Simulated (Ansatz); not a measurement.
**GeNH₄ (doublet): correlated methods under varied settings at a displaced geometry (v1)**

What do other methods and options give for GeNH₄ (doublet) at this geometry, and how long do they take?

Program: Ansatz 0.2.0, Gaussian basis. Level of theory: the settings change from run to run. These are calculated values, not measurements.

21 further runs of the same task are left out: 1 for a known fault of the program, 6 that didn't finish, 14 set aside as unsound or not needed. Runs told in other sessions of the task aren't counted.

## Step 1: The system

The geometry is a PBE0/def2-TZVP stationary point (not a proven minimum) with its atoms shifted at random (size 0.040 Å). No spin-orbit coupling is included. The filled d shell of Ge may be among the frozen orbitals whatever the setting's name suggests.

6 atoms, charge 0, spin multiplicity 2.

Atoms are counted from 1 here; the program's logs count them from 0.

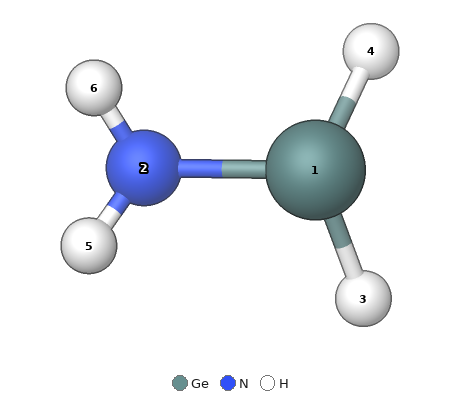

The geometry (germanium teal, nitrogen blue, hydrogen white); atoms are numbered from 1 in the order of the file.

## Step 2: CASCI(15,8)/STO-3G

The input, in.yaml:

```yaml
crystal:
  periodic: [false, false, false]
  atoms:
    - {symbol: Ge, position_ang: [0.043117, 0.002454, 0.327314]}
    - {symbol: N, position_ang: [-0.142149, -0.013689, -1.516555]}
    - {symbol: H, position_ang: [-0.643329, 1.319629, 0.767762]}
    - {symbol: H, position_ang: [-0.746105, -1.291202, 0.797564]}
    - {symbol: H, position_ang: [0.096876, 0.823341, -2.058361]}
    - {symbol: H, position_ang: [0.160588, -0.838387, -2.021177]}
basis:
  gaussian: {orbitals: STO-3G, fitting: {mean_field: def2-universal-jkfit}}
magnetization: {spin_polarized: false, initial_magnetization: 1}
correlation: {active_space: {window: {electrons: 15, orbitals: 8}, fixed_orbitals: true}}
scf: {lower_state_search: full}
output: {forces: true}
```

Started as:

```sh
$ ansatz run in.yaml --threads 1 --pin off --events-out ev --progress --plain --max-ram 2393MiB
```

Standard output:

```text
Functional definition: HF
  name "HF"
  cite "Fock, Z. Phys. 61, 126 (1930) doi:10.1007/BF01340294"
  parent pbe
  exchange = exact_x
  correlation = 0
415 factors; integrals over basis functions are off by at most 1.6e-2 eV
mean field evaluation 1: about -57354.6660 eV, gradient 1.2e1 eV
mean field evaluation 2: about -57355.2406 eV, gradient 3.5e0 eV
mean field evaluation 4: about -57355.3569 eV, gradient 4.8e-1 eV
mean field evaluation 8: about -57252.3224 eV, gradient 6.8e1 eV
mean field evaluation 16: about -57210.6822 eV, gradient 9.4e1 eV
mean field evaluation 32: about -57355.3592 eV, gradient 2.0e-1 eV
mean field evaluation 64: about -57355.3595 eV, gradient 3.9e-2 eV
mean field -57355.35947561 eV, -2107.7705838696 hartree, gradient 2.0e-6 eV, S^2 0.750000; 5 other end points of the search recorded, 0 dependent functions left out
reference -57355.35947561 eV, -2107.7705838696 hartree; 22, 21 occupied and 5, 6 virtual orbitals, 415 factors
state -57355.35947561 eV, -2107.7705838696 hartree
the calculation of the forces begins
Total energy: -57355.35947561 eV, -2107.7705838696 hartree
Atom 0 at     0.043117     0.002454     0.327314 Å, force    -2.236209    -0.320239    -1.222954 eV/Å
Atom 1 at    -0.142149    -0.013689    -1.516555 Å, force    -0.285321     0.518649     2.316251 eV/Å
Atom 2 at    -0.643329     1.319629     0.767762 Å, force     0.827751    -1.895728    -0.458685 eV/Å
Atom 3 at    -0.746105    -1.291202     0.797564 Å, force     1.227710     2.244142    -0.629514 eV/Å
Atom 4 at     0.096876     0.823341    -2.058361 Å, force     0.164785    -0.294108     0.229920 eV/Å
Atom 5 at     0.160588    -0.838387    -2.021177 Å, force     0.301284    -0.252716    -0.235018 eV/Å
Dipole moment:     0.310180     0.009179     0.032673 e Å
```

It took 0.93 s on 1 thread of Arm Neoverse N1, shared host.

From the report: 8 determinants; active occupations 2.00, 2.00, 2.00, 2.00, 2.00, 2.00, 2.00, 1.00. With so small a space the active step adds no correlation: the energy is the mean field's.

## Step 3: BCCD(T)/cc-pVDZ

Changes to in.yaml since step 2:

```diff
@@ -10,6 +10,5 @@
 basis:
-  gaussian: {orbitals: STO-3G, fitting: {mean_field: def2-universal-jkfit}}
-magnetization: {spin_polarized: false, initial_magnetization: 1}
-correlation: {active_space: {window: {electrons: 15, orbitals: 8}, fixed_orbitals: true}}
-scf: {lower_state_search: full}
-output: {forces: true}
+  gaussian: {orbitals: cc-pVDZ}
+magnetization: {spin_polarized: true, initial_magnetization: 1}
+hamiltonian: {xc: {name: PBE0}}
+correlation: {method: bccd_t, electrons: outside_noble_gas}
```

The command is unchanged.

Standard output, cut to the lines that bear on the results:

```text
Functional definition: PBE0
  name "PBE0"
  cite "Adamo & Barone, J. Chem. Phys. 110, 6158 (1999) doi:10.1063/1.478522"
  cite "Perdew, Burke & Ernzerhof, Phys. Rev. Lett. 77, 3865 (1996) doi:10.1103/PhysRevLett.77.3865"
  parent pbe
[...]
636 factors; integrals over basis functions are off by at most 1.0e-3 eV
[...]
mean field -58062.59145219 eV, -2133.7608796299 hartree, gradient 3.8e-6 eV, S^2 0.753015; 1 other end points of the search recorded, 0 dependent functions left out
15 core orbitals not correlated: weight in the atoms' cores, before any rotation towards them, 0.997 or more for the frozen orbitals, at most 0.002 for the correlated occupied ones
reference -58016.41500160 eV, -2132.0639263701 hartree; 7, 6 occupied and 39, 40 virtual orbitals, 636 factors
second order -7.45714927 eV of doubles, -0.23901004 eV of singles
cycle   1  -7.97506709 eV  change   -2.8e-1 eV  update   7.1e-2
[...]
cycle  11  -8.25801125 eV  change   -1.4e-5 eV  update   9.8e-6
perturbative correction -0.21687309 eV, -0.0079699390 hartree
Total energy: -58024.88988593 eV, -2132.3753726251 hartree
```

Run time: 9.5 s. Hardware: 1 thread of Arm Neoverse N1, shared host.

From the report: ⟨S²⟩ of the determinant 0.753 (pure doublet: 0.75); correlation -8.4749 eV; largest double amplitude 0.03.

## Step 4: MP2 on UHF/cc-pVDZ

Changes to in.yaml since step 3:

```diff
@@ -12,3 +12,4 @@
 magnetization: {spin_polarized: true, initial_magnetization: 1}
-hamiltonian: {xc: {name: PBE0}}
-correlation: {method: bccd_t, electrons: outside_noble_gas}
+correlation: {method: mp2, electrons: outside_noble_gas}
+accuracy: high
+output: {forces: true}
```

Launched as before.

Standard output, cut to the lines that bear on the results:

```text
Functional definition: HF
  name "HF"
  cite "Fock, Z. Phys. 61, 126 (1930) doi:10.1007/BF01340294"
  parent pbe
[...]
1372 factors; integrals over basis functions are off by at most 4.5e-9 eV
[...]
mean field -58016.90420875 eV, -2132.0819044013 hartree, gradient 2.8e-8 eV, S^2 0.757917; 0 other end points of the search recorded, 0 dependent functions left out
15 core orbitals not correlated: weight in the atoms' cores, before any rotation towards them, 0.998 or more for the frozen orbitals, at most 0.001 for the correlated occupied ones
reference -58016.90420875 eV, -2132.0819044013 hartree; 7, 6 occupied and 39, 40 virtual orbitals, 1372 factors
second order -7.11671095 eV of doubles, -0.00000000 eV of singles
[...]
Total energy: -58024.02091970 eV, -2132.3434387050 hartree
Atom 0 at     0.043117     0.002454     0.327314 Å, force    -0.217544    -0.439946    -0.123437 eV/Å
Atom 1 at    -0.142149    -0.013689    -1.516555 Å, force    -0.248277     0.415972    -0.123627 eV/Å
Atom 2 at    -0.643329     1.319629     0.767762 Å, force    -0.042528    -0.040363     0.102550 eV/Å
Atom 3 at    -0.746105    -1.291202     0.797564 Å, force     0.265804     0.501431    -0.043670 eV/Å
Atom 4 at     0.096876     0.823341    -2.058361 Å, force     0.070397    -0.213688     0.270889 eV/Å
Atom 5 at     0.160588    -0.838387    -2.021177 Å, force     0.172148    -0.223404    -0.082705 eV/Å
Dipole moment:     0.197642     0.017875    -0.207076 e Å
```

Run time: 11 s. Hardware: 1 thread of Arm Neoverse N1, shared host.

From the report: ⟨S²⟩ of the determinant 0.758 (pure doublet: 0.75).

## Step 5: CCSD on ROHF/STO-3G

Changes to in.yaml since step 4:

```diff
@@ -10,6 +10,5 @@
 basis:
-  gaussian: {orbitals: cc-pVDZ}
-magnetization: {spin_polarized: true, initial_magnetization: 1}
-correlation: {method: mp2, electrons: outside_noble_gas}
-accuracy: high
+  gaussian: {orbitals: STO-3G}
+magnetization: {spin_polarized: false, initial_magnetization: 1}
+correlation: {method: ccsd, electrons: valence}
 output: {forces: true}
```

The command is unchanged.

Standard output, cut to the lines that bear on the results:

```text
Functional definition: HF
  name "HF"
  cite "Fock, Z. Phys. 61, 126 (1930) doi:10.1007/BF01340294"
  parent pbe
[...]
301 factors; integrals over basis functions are off by at most 2.6e-5 eV
[...]
mean field -57355.34127207 eV, -2107.7699149021 hartree, gradient 2.3e-6 eV, S^2 0.750000; 0 other end points of the search recorded, 0 dependent functions left out
[...]
10 core orbitals not correlated: weight in the atoms' cores, before any rotation towards them, 1.000 or more for the frozen orbitals, at most 0.000 for the correlated occupied ones
reference -57355.34127207 eV, -2107.7699149021 hartree; 12, 11 occupied and 5, 6 virtual orbitals, 301 factors
second order -2.16610365 eV of doubles, -0.00583076 eV of singles
cycle   1  -2.65595985 eV  change   -4.8e-1 eV  update   7.2e-2
[...]
cycle  13  -2.97490420 eV  change   -1.1e-6 eV  update   1.2e-6
[...]
Total energy: -57358.31617627 eV, -2107.8792406149 hartree
Atom 0 at     0.043117     0.002454     0.327314 Å, force    -1.272841    -0.285291    -1.029902 eV/Å
Atom 1 at    -0.142149    -0.013689    -1.516555 Å, force    -1.377583     0.497225     3.305002 eV/Å
Atom 2 at    -0.643329     1.319629     0.767762 Å, force     0.472785    -1.368070    -0.365537 eV/Å
Atom 3 at    -0.746105    -1.291202     0.797564 Å, force     0.813568     1.681067    -0.507210 eV/Å
Atom 4 at     0.096876     0.823341    -2.058361 Å, force     0.576645     0.860465    -0.498601 eV/Å
Atom 5 at     0.160588    -0.838387    -2.021177 Å, force     0.787426    -1.385396    -0.903752 eV/Å
Dipole moment:     0.244494     0.008223    -0.099834 e Å
```

Run time: 1.5 s. Hardware: 1 thread of Arm Neoverse N1, shared host.

From the report: correlation -2.9749 eV; T1 0.018; largest double amplitude 0.06.

## Step 6: CCSD/cc-pVDZ

Changes to in.yaml since step 5:

```diff
@@ -10,5 +10,6 @@
 basis:
-  gaussian: {orbitals: STO-3G}
-magnetization: {spin_polarized: false, initial_magnetization: 1}
+  gaussian: {orbitals: cc-pVDZ}
+magnetization: {spin_polarized: true, initial_magnetization: 1}
+hamiltonian: {xc: {name: PBE0}, pseudopotentials: {relativity: scalar}}
 correlation: {method: ccsd, electrons: valence}
-output: {forces: true}
+accuracy: high
```

The command is unchanged.

Standard output, cut to the lines that bear on the results:

```text
Functional definition: PBE0
  name "PBE0"
  cite "Adamo & Barone, J. Chem. Phys. 110, 6158 (1999) doi:10.1063/1.478522"
  cite "Perdew, Burke & Ernzerhof, Phys. Rev. Lett. 77, 3865 (1996) doi:10.1103/PhysRevLett.77.3865"
  parent pbe
[...]
1373 factors; integrals over basis functions are off by at most 4.5e-9 eV
[...]
mean field -58529.02356467 eV, -2150.9019436047 hartree, gradient 5.9e-8 eV, S^2 0.753157; 1 other end points of the search recorded, 0 dependent functions left out
10 core orbitals not correlated: weight in the atoms' cores, before any rotation towards them, 1.000 or more for the frozen orbitals, at most 0.000 for the correlated occupied ones
reference -58482.85386886 eV, -2149.2052385787 hartree; 12, 11 occupied and 39, 40 virtual orbitals, 1373 factors
second order -8.10992850 eV of doubles, -0.35256898 eV of singles
cycle   1  -8.59037743 eV  change   -1.3e-1 eV  update   7.4e-2
[...]
cycle  23  -8.91321028 eV  change  -5.4e-11 eV  update   1.3e-9
Total energy: -58491.76707914 eV, -2149.5327930148 hartree
Relativity: scalar
```

Run time: 33 s. Hardware: 1 thread of Arm Neoverse N1, shared host; peak memory 0.34 GiB.

From the report: ⟨S²⟩ of the determinant 0.753 (pure doublet: 0.75); correlation -8.9132 eV; T1 0.014; largest double amplitude 0.03. The orbitals are Kohn-Sham ones, so correlation energy and T1 don't compare with those on Hartree-Fock orbitals.

## Step 7: CCSDT(Q)/B/STO-3G

Changes to in.yaml since step 6:

```diff
@@ -10,6 +10,6 @@
 basis:
-  gaussian: {orbitals: cc-pVDZ}
+  gaussian: {orbitals: STO-3G}
 magnetization: {spin_polarized: true, initial_magnetization: 1}
-hamiltonian: {xc: {name: PBE0}, pseudopotentials: {relativity: scalar}}
-correlation: {method: ccsd, electrons: valence}
-accuracy: high
+hamiltonian: {xc: {name: r2SCAN}}
+correlation: {method: ccsdt_q_b, electrons: valence}
+scf: {omitted_lower_state_checks: [cluster_reference]}
```

Same command.

Standard output, cut to the lines that bear on the results:

```text
Functional definition: r2SCAN
  name "r2SCAN"
  cite "Furness, Kaplan, Ning, Perdew & Sun, J. Phys. Chem. Lett. 11, 8208 (2020) doi:10.1021/acs.jpclett.0c02405"
  cite "Furness, Kaplan, Ning, Perdew & Sun, J. Phys. Chem. Lett. 11, 9248 (2020) doi:10.1021/acs.jpclett.0c03077"
  parent r2scan
[...]
386 factors; integrals over basis functions are off by at most 3.5e-8 eV
[...]
mean field -57401.47406353 eV, -2109.4652637180 hartree, gradient 6.7e-6 eV, S^2 0.751141; 1 other end points of the search recorded, 0 dependent functions left out
10 core orbitals not correlated: weight in the atoms' cores, before any rotation towards them, 1.000 or more for the frozen orbitals, at most 0.000 for the correlated occupied ones
reference -57354.04708219 eV, -2107.7223543011 hartree; 12, 11 occupied and 5, 6 virtual orbitals, 386 factors
second order -2.66197780 eV of doubles, -0.77860884 eV of singles
cycle   1  -3.77377808 eV  change   -3.6e-1 eV  update   7.7e-2
[...]
cycle  15  -4.28320458 eV  change    1.6e-6 eV  update   1.7e-6
perturbative correction -0.00285779 eV, -0.0001050219 hartree
Total energy: -57358.33314456 eV, -2107.8798641879 hartree
Checks for a lower state left out: cluster_reference
```

Wall time 13 s (1 thread of Arm Neoverse N1, shared host).

From the report: ⟨S²⟩ of the determinant 0.751 (pure doublet: 0.75); correlation -4.2861 eV; T1 0.040; largest double amplitude 0.06. The orbitals are Kohn-Sham ones, so correlation energy and T1 don't compare with those on Hartree-Fock orbitals.

## Step 8: MP2 on UHF/cc-pVDZ

Changes to in.yaml since step 7:

```diff
@@ -10,6 +10,5 @@
 basis:
-  gaussian: {orbitals: STO-3G}
+  gaussian: {orbitals: cc-pVDZ}
 magnetization: {spin_polarized: true, initial_magnetization: 1}
-hamiltonian: {xc: {name: r2SCAN}}
-correlation: {method: ccsdt_q_b, electrons: valence}
-scf: {omitted_lower_state_checks: [cluster_reference]}
+correlation: {method: mp2, electrons: valence}
+scf: {lower_state_search: off}
```

Same command.

Standard output, cut to the lines that bear on the results:

```text
Functional definition: HF
  name "HF"
  cite "Fock, Z. Phys. 61, 126 (1930) doi:10.1007/BF01340294"
  parent pbe
[...]
636 factors; integrals over basis functions are off by at most 1.0e-3 eV
[...]
mean field -58016.90402674 eV, -2132.0818977128 hartree, gradient 1.7e-6 eV, S^2 0.757917; 0 other end points of the search recorded, 0 dependent functions left out
10 core orbitals not correlated: weight in the atoms' cores, before any rotation towards them, 1.000 or more for the frozen orbitals, at most 0.000 for the correlated occupied ones
reference -58016.90402674 eV, -2132.0818977128 hartree; 12, 11 occupied and 39, 40 virtual orbitals, 636 factors
second order -7.63772286 eV of doubles, -0.00000000 eV of singles
Total energy: -58024.54174960 eV, -2132.3625788508 hartree
Checks for a lower state left out: stability, starts, cluster_reference, orbital_swaps, neighbouring_geometries, increment
```

Run time: 1.3 s. Hardware: 1 thread of Arm Neoverse N1, shared host.

From the report: ⟨S²⟩ of the determinant 0.758 (pure doublet: 0.75).

## Step 9: CCSD(T)/cc-pVDZ

Changes to in.yaml since step 8:

```diff
@@ -10,5 +10,5 @@
 basis:
-  gaussian: {orbitals: cc-pVDZ}
-magnetization: {spin_polarized: true, initial_magnetization: 1}
-correlation: {method: mp2, electrons: valence}
-scf: {lower_state_search: off}
+  gaussian: {orbitals: cc-pVDZ, fitting: {mean_field: def2-universal-jkfit}}
+magnetization: {spin_polarized: false, initial_magnetization: 1}
+hamiltonian: {xc: {name: B3LYP}}
+correlation: {method: ccsd_t, electrons: outside_noble_gas}
```

Same command.

Standard output, cut to the lines that bear on the results:

```text
Functional definition: B3LYP
  name "B3LYP"
  cite "Stephens, Devlin, Chabalowski & Frisch, J. Phys. Chem. 98, 11623 (1994) doi:10.1021/j100096a001"
  cite "Becke, Phys. Rev. A 38, 3098 (1988) doi:10.1103/PhysRevA.38.3098"
  cite "Lee, Yang & Parr, Phys. Rev. B 37, 785 (1988) doi:10.1103/PhysRevB.37.785"
  cite "Vosko, Wilk & Nusair, Can. J. Phys. 58, 1200 (1980) doi:10.1139/p80-159"
[...]
415 factors; integrals over basis functions are off by at most 4.0e-1 eV
[...]
mean field -58072.84740166 eV, -2134.1377788214 hartree, gradient 7.6e-6 eV, S^2 0.750000; 1 other end points of the search recorded, 0 dependent functions left out
[...]
15 core orbitals not correlated: weight in the atoms' cores, before any rotation towards them, 0.998 or more for the frozen orbitals, at most 0.001 for the correlated occupied ones
reference -58016.19084602 eV, -2132.0556888046 hartree; 7, 6 occupied and 39, 40 virtual orbitals, 415 factors
second order -7.55497753 eV of doubles, -0.36687501 eV of singles
cycle   1  -8.12405561 eV  change   -2.1e-1 eV  update   7.3e-2
[...]
cycle  10  -8.43203931 eV  change    4.0e-6 eV  update   1.6e-5
perturbative correction -0.23179413 eV, -0.0085182771 hartree
Total energy: -58024.85467945 eV, -2132.3740788107 hartree
```

It took 6.5 s on 1 thread of Arm Neoverse N1, shared host.

From the report: correlation -8.6638 eV; T1 0.022; largest double amplitude 0.03. The orbitals are Kohn-Sham ones, so correlation energy and T1 don't compare with those on Hartree-Fock orbitals.

## Step 10: HF (ROHF)/def2-SVP

Changes to in.yaml since step 9:

```diff
@@ -10,5 +10,5 @@
 basis:
-  gaussian: {orbitals: cc-pVDZ, fitting: {mean_field: def2-universal-jkfit}}
+  gaussian: {orbitals: def2-SVP, fitting: {mean_field: def2-universal-jkfit}}
 magnetization: {spin_polarized: false, initial_magnetization: 1}
-hamiltonian: {xc: {name: B3LYP}}
-correlation: {method: ccsd_t, electrons: outside_noble_gas}
+hamiltonian: {xc: hf}
+output: {forces: true, orbitals: {seedname: orbitals}}
```

Launched as before.

Standard output, cut to the lines that bear on the results:

```text
Functional definition: HF
  name "HF"
  cite "Fock, Z. Phys. 61, 126 (1930) doi:10.1007/BF01340294"
  parent pbe
[...]
415 factors; integrals over basis functions are off by at most 3.9e-1 eV
[...]
mean field -58009.34402719 eV, -2131.8040728536 hartree, gradient 1.8e-5 eV, S^2 0.750000; 0 other end points of the search recorded, 0 dependent functions left out
[...]
reference -58009.34402719 eV, -2131.8040728536 hartree; 22, 21 occupied and 44, 45 virtual orbitals, 415 factors
Total energy: -58009.34402719 eV, -2131.8040728536 hartree
Atom 0 at     0.043117     0.002454     0.327314 Å, force    -0.696123    -0.438544    -0.654672 eV/Å
Atom 1 at    -0.142149    -0.013689    -1.516555 Å, force     0.487357     0.413191    -0.379372 eV/Å
Atom 2 at    -0.643329     1.319629     0.767762 Å, force     0.098597    -0.170376     0.134385 eV/Å
Atom 3 at    -0.746105    -1.291202     0.797564 Å, force     0.414405     0.632430    -0.020503 eV/Å
Atom 4 at     0.096876     0.823341    -2.058361 Å, force    -0.179750    -0.832628     0.650583 eV/Å
Atom 5 at     0.160588    -0.838387    -2.021177 Å, force    -0.124486     0.395927     0.269579 eV/Å
Dipole moment:     0.242986     0.021046    -0.119250 e Å
```

It took 0.84 s on 1 thread of Arm Neoverse N1, shared host.

## Step 11: All runs side by side

Where basis and cores are those of an earlier UCCSDT(Q)/cc-pVDZ run (-58025.0818 eV), and the records show the same count of frozen orbitals and kind of state, the miss against it is given; a blank cell means that this couldn't be shown.

```tsv
level	correlated	functions	energy (eV)	from UCCSDT(Q) (meV)	time
CASCI(15,8)/STO-3G		27	-57355.3595		0.93 s
BCCD(T)/cc-pVDZ (on PBE0 orbitals)	outside noble gas	61	-58024.8899	191.9	9.5 s
MP2 on UHF/cc-pVDZ	outside noble gas	61	-58024.0209	1060.8	11 s
CCSD on ROHF/STO-3G	valence	27	-57358.3162		1.5 s
CCSD/cc-pVDZ (on PBE0 orbitals, relativity set)	valence	61	-58491.7671		33 s
CCSDT(Q)/B/STO-3G (on r2SCAN orbitals)	valence	27	-57358.3331		13 s
MP2 on UHF/cc-pVDZ	valence	61	-58024.5417		1.3 s
CCSD(T)/cc-pVDZ (on B3LYP orbitals)	outside noble gas	61	-58024.8547	227.1	6.5 s
HF (ROHF)/def2-SVP		66	-58009.3440		0.84 s
```

## Step 12: Outcome

```
quantity                                                  value
    runs                                                      9
quickest                             HF (ROHF)/def2-SVP, 0.84 s
 slowest  CCSD/cc-pVDZ (on PBE0 orbitals, relativity set), 33 s
```

In words: Total energies in different bases, with other cores or another treatment of relativity can't be set against each other. «valence» and «outside noble gas» are the program's key words; the logs give how many orbitals each freezes, and for Ga to Kr the 3d shell needn't follow the word's plain sense. CCSD/cc-pVDZ (on PBE0 orbitals, relativity set) took 39 times as long as HF (ROHF)/def2-SVP; the jobs differ in more than the method. Among the correlated runs with a miss given, it spans +192 to +1061 meV. Cores frozen from Kohn-Sham orbitals shift the total energy.
